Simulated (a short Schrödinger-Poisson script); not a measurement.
Stack: MOS inversion layer, Al2O3 on p-type Ge(100), at 300 K.

```tsv
layer	material	thickness (nm)	Na (cm⁻³)
1	Al2O3	6.8	-
2	Ge	920	6e17
```

The device is made up for the run: typed textbook-type constants, with dimensions and the other settings drawn at random. Al2O3: permittivity 9, conduction-band edge (eV) 2.65, gap (eV) 6.8, electron mass (mₑ) 0.3. Ge: permittivity 16, conduction-band edge (eV) 0, gap (eV) 0.664, Nv at 300 K (cm⁻³) 6e18.

Channel valleys (confinement mass, in-plane density-of-states mass, number): L4 0.12, 0.295, 4. At the gate the conduction-band edge of layer 1 lies 2.9 eV − eVg above the Fermi level of the channel; the field vanishes at the back. Gaps are held at their typed values at every temperature. Mesh 0.03 nm at interfaces.

Solved with a short Schrödinger-Poisson script written for these runs: 1D Poisson equation in equilibrium, electrons quantum, Hartree (BenDaniel-Duke, 12 states a valley, the channel's in-plane mass for all, wave functions free to enter the dielectric), parabolic valleys, classical holes, full ionisation, no traps, pinning or gate leakage.

Only gate voltages with over 1e8 electrons/cm² are shown.

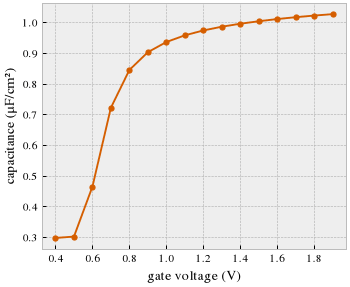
Figure. Quasi-static capacitance against gate voltage

```tsv
Vg (V)	electrons (cm⁻²)	C (μF/cm²)	L4 E0 (meV)	L4 E1 (meV)
0.4	5.62e8	0.297	260.2	349.1
0.5	7.80e9	0.302	192.0	287.1
0.6	8.56e10	0.464	129.8	230.4
0.7	3.79e11	0.721	90.9	195.8
0.8	8.36e11	0.844	70.0	178.4
0.9	1.36e12	0.902	56.8	168.4
1	1.93e12	0.935	47.2	161.9
1.1	2.51e12	0.957	39.7	157.3
1.2	3.11e12	0.973	33.6	153.9
1.3	3.72e12	0.985	28.3	151.2
1.4	4.34e12	0.995	23.6	149.1
1.5	4.96e12	1.00	19.5	147.4
1.6	5.59e12	1.01	15.7	146.0
1.7	6.22e12	1.02	12.2	144.9
1.8	6.86e12	1.02	9.0	143.9
1.9	7.50e12	1.03	6.0	143.1
```

Subbands count from the Fermi level.

Only the L valleys are kept; under strong confinement the Δ valleys of Ge fill too.
